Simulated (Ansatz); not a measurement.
Thickness series in Ta2N

Base system: Ta₂N in the anti-CdI2 type structure (space group P-3m1, No. 164; a = 3.067 Å, c = 4.884 Å).

Free-standing slabs (3 atom(s) a layer) normal to the stacking axis with 15 Å of vacuum; in-plane cell relaxed.

Computed with plane-wave PAW DFT at the r2SCAN+rVV10 level (Ansatz, a program for electronic structure, 500 eV), no SOC.

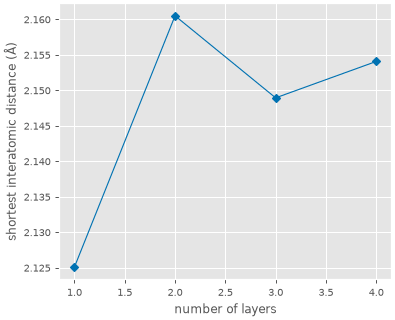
*Shortest interatomic distance against number of layers*

### Question
From the plot, what is the shortest interatomic distance for 2 layers?

### Answer
About 2.161 Å.

### Question
Is the trend monotonic over the range shown?

### Answer
No, it turns within the range, spanning 2.125 Å to 2.161 Å.

Whether these cells are dynamically stable was not tested. All final runs are without spin polarisation. An odd electron count without spin: Ta2N.
